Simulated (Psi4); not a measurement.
# CH4OSi (SMILES CO[SiH]) at HF/STO-3G

Aim: the vertical electron affinity of CH4OSi at HF/STO-3G, from 2 runs. 

The results are computed with Psi4 1.11.

## Step 1: The system as given

CH4OSi has 7 atoms, charge 0, and is taken as a singlet. SMILES: `CO[SiH]`. The coordinates come from a PBE0-D4/def2-TZVP relaxation. This is one conformer, not always the lowest.

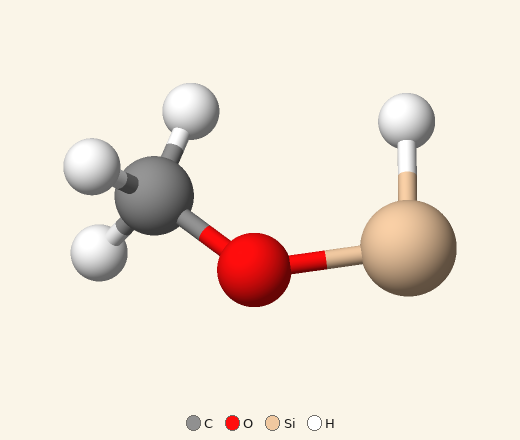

The structure, seen from a chosen angle (carbon grey, oxygen red, silicon light orange, hydrogen white).

## Step 2: Energy and gradient at HF/STO-3G

calc.dat reads:

```
memory 2200 MB

molecule system {
  0 1
  C     -0.512400     0.485500    -0.338500
  O     -0.443200    -0.446500     0.717600
  Si     0.796900    -1.387300     1.229900
  H     -1.296400     0.180800    -1.035500
  H      0.443800     0.547500    -0.868700
  H     -0.769300     1.467500     0.065400
  H      1.841700    -0.915600     0.184100
  symmetry c1
  no_reorient
  no_com
}

set basis STO-3G
set puream true
set e_convergence 1e-09
set d_convergence 1e-08
set scf_type pk

E, wfn = gradient('hf', return_wfn=True)
oeprop(wfn, 'DIPOLE', 'QUADRUPOLE', 'WIBERG_LOWDIN_INDICES')
```

The run is started by

```console
$ psi4 -n 1 calc.dat calc.out
```

calc.out:

```text
[...]
  Running in c1 symmetry.
[...]
  Nuclear repulsion =  101.069904478392957
[...]
  Multiplicity = 1
[...]
  Nalpha       = 16
  Nbeta        = 16
[...]
    Number of basis functions: 23
[...]
   @RHF iter   1:  -399.09545413455248   -2.42875e+00   9.96893e-03 ADIIS/DIIS
[...]
   @RHF iter  11:  -399.13302434027139   -1.70530e-13   1.90740e-09 DIIS
[...]
    Orbital Energies [Eh]
    ---------------------
    Doubly Occupied:
       1A    -67.907747     2A    -20.186058     3A    -11.083766
       4A     -5.908637     5A     -3.926452     6A     -3.925732
       7A     -3.924189     8A     -1.253725     9A     -0.873533
      10A     -0.623344    11A     -0.567083    12A     -0.548101
      13A     -0.469054    14A     -0.339973    15A     -0.336854
      16A     -0.231018
[...]
  @RHF Final Energy:  -399.13302434027139
   => Energetics <=
    Nuclear Repulsion Energy =            101.0699044783929565
    One-Electron Energy =                -756.1953231440513719
    Two-Electron Energy =                 255.9923943253870675
    Total Energy =                       -399.1330243402713904
[...]
  -Total Gradient:
     Atom            X                  Y                   Z
    ------   -----------------  -----------------  -----------------
       1       -0.009204304442     0.008012735118    -0.005091620303
       2        0.002961111136     0.009331320596    -0.012281796621
       3       -0.021364960706    -0.013333885628     0.025683636046
       4        0.000695959669    -0.002794489499     0.004961560927
       5        0.001793028759    -0.005242217585     0.005263566867
       6       -0.000056706976    -0.004587222008     0.003435502766
       7        0.025175872558     0.008613759003    -0.021970849678
[...]
 Multipole Moments:
 ------------------------------------------------------------------------------------
     Multipole            Electronic (a.u.)      Nuclear  (a.u.)        Total (a.u.)
 ------------------------------------------------------------------------------------
 L = 1.  Multiply by 2.5417464519 to convert [e a0] to [Debye]
 Dipole X            :         -8.8443801            8.9882933            0.1439133
 Dipole Y            :         35.6283774          -35.5287409            0.0996366
 Dipole Z            :        -36.6065531           36.4220144           -0.1845387
 Magnitude           :                                                    0.2543482
 L = 2.  Multiply by 1.3450342976 to convert [e a0^2] to [Debye ang]
 Quadrupole XX       :        -82.3315902           63.9174888          -18.4141014
 Quadrupole XY       :         65.1472376          -64.9708067            0.1764308
[...]
```

Wall time 1.6 s (1 thread of AMD EPYC 7R43 (Zen 3), shared host); peak memory 0.18 GiB.

## Step 3: The doublet anion: a single-point energy at UHF/STO-3G

input.inp reads:

```
memory 2.2 GB

molecule {
  -1 2
  C     -0.512400     0.485500    -0.338500
  O     -0.443200    -0.446500     0.717600
  Si     0.796900    -1.387300     1.229900
  H     -1.296400     0.180800    -1.035500
  H      0.443800     0.547500    -0.868700
  H     -0.769300     1.467500     0.065400
  H      1.841700    -0.915600     0.184100
  symmetry c1
  no_reorient
  no_com
}

set globals {
  basis         STO-3G
  reference     uhf
  puream        true
  e_convergence 1e-09
  d_convergence 1e-08
  scf_type      pk
  maxiter       100
}

E, wfn = energy('scf', return_wfn=True)
oeprop(wfn, 'MULLIKEN_CHARGES', 'WIBERG_LOWDIN_INDICES', 'DIPOLE')
print_variables()
```

The run is started by

```console
$ psi4 -i input.inp -o input.out -n 1
```

input.out:

```text
[...]
  Running in c1 symmetry.
[...]
  Nuclear repulsion =  101.069904478392957
[...]
  Multiplicity = 2
[...]
  Nalpha       = 17
  Nbeta        = 16
[...]
    Number of basis functions: 23
[...]
   @UHF iter   1:  -398.84199252543482   -2.17529e+00   1.19870e-02 DIIS/ADIIS
[...]
   @UHF iter  14:  -398.90696589481536   -3.41061e-13   3.41210e-09 DIIS
[...]
   @S^2 Observed:                7.542865453E-01
[...]
    Orbital Energies [Eh]
    ---------------------
    Alpha Occupied:
       1A    -67.404758     2A    -19.847187     3A    -10.854730
       4A     -5.443939     5A     -3.482094     6A     -3.457837
       7A     -3.456184     8A     -0.961425     9A     -0.647148
      10A     -0.367198    11A     -0.352659    12A     -0.296882
      13A     -0.177968    14A     -0.087038    15A     -0.044357
      16A      0.076183    17A      0.203364
    Alpha Virtual:
      18A      0.772293    19A      0.904287    20A      0.907661
      21A      0.915232    22A      0.939138    23A      1.062747
[...]
  @UHF Final Energy:  -398.90696589481536
   => Energetics <=
    Nuclear Repulsion Energy =            101.0699044783929565
    One-Electron Energy =                -766.7902399236179463
    Two-Electron Energy =                 266.8133695504096750
    Total Energy =                       -398.9069658948153574
  UHF NO Occupations:
  HONO-2 :   15  A 1.9994607
  HONO-1 :   16  A 1.9984149
  HONO-0 :   17  A 1.0000000
  LUNO+0 :   18  A 0.0015851
  LUNO+1 :   19  A 0.0005393
[...]
 Multipole Moments:
 ------------------------------------------------------------------------------------
     Multipole            Electronic (a.u.)      Nuclear  (a.u.)        Total (a.u.)
 ------------------------------------------------------------------------------------
 L = 1.  Multiply by 2.5417464519 to convert [e a0] to [Debye]
 Dipole X            :        -10.0313366            8.9882933           -1.0430432
 Dipole Y            :         37.5202544          -35.5287409            1.9915135
 Dipole Z            :        -38.2292223           36.4220144           -1.8072079
 Magnitude           :                                                    2.8844524
[...]
  Mulliken Charges: (a.u.)
   Center  Symbol    Alpha    Beta     Spin     Total
       1     C     3.02776  3.03554 -0.00778 -0.06330
       2     O     4.27235  4.22675  0.04560 -0.49910
       3    SI     7.53419  6.52801  1.00618 -0.06220
       4     H     0.50342  0.50138  0.00204 -0.00480
       5     H     0.49012  0.48993  0.00019  0.01995
       6     H     0.50344  0.50138  0.00206 -0.00481
       7     H     0.66871  0.71701 -0.04830 -0.38573
   Total alpha = 17.00000, Total beta = 16.00000, Total charge = -1.00000
  Wiberg Bond Indices using Orthogonal Lowdin Orbitals:
[...]
```

Run time: 1.7 s. Hardware: 1 thread of AMD EPYC 7R43 (Zen 3), shared host; peak memory 0.17 GiB.

## Step 4: What came out

At HF/STO-3G:

```
                                         quantity          value
                     singlet CH4OSi: total energy  -399.13302 Eh
                    singlet CH4OSi: dipole moment         0.65 D
                      singlet CH4OSi: HOMO energy       -6.29 eV
                      singlet CH4OSi: LUMO energy        6.81 eV
                    singlet CH4OSi: HOMO–LUMO gap       13.09 eV
         singlet CH4OSi: largest force on an atom     1.850 eV/Å
                      doublet anion: total energy  -398.90697 Eh
doublet anion: HOMO energy (highest over α and β)        5.53 eV
 doublet anion: LUMO energy (lowest over α and β)       18.10 eV
                              doublet anion: ⟨S²⟩          0.754
vertical electron affinity (to the doublet anion)      -6.151 eV
```

In words: The anion lies 6.15 eV (142 kcal/mol) above the neutral: the electron isn't bound at this level, and such a value depends on the basis. Without diffuse functions anions come out too high. Hartree–Fock misses the correlation that binds many anions. The largest force (singlet CH4OSi) is 1.85 eV/Å: the shape isn't a stationary point for this species at this level. In a minimal basis such a difference can be off by several eV, whatever the method. With no_com the log's rotational constants are taken about the origin, not the centre of mass, so they aren't the molecule's. The HOMO (doublet anion) lies at positive energy, 5.53 eV: the electron is unbound at this level or held by a compact basis; values depend on the basis.
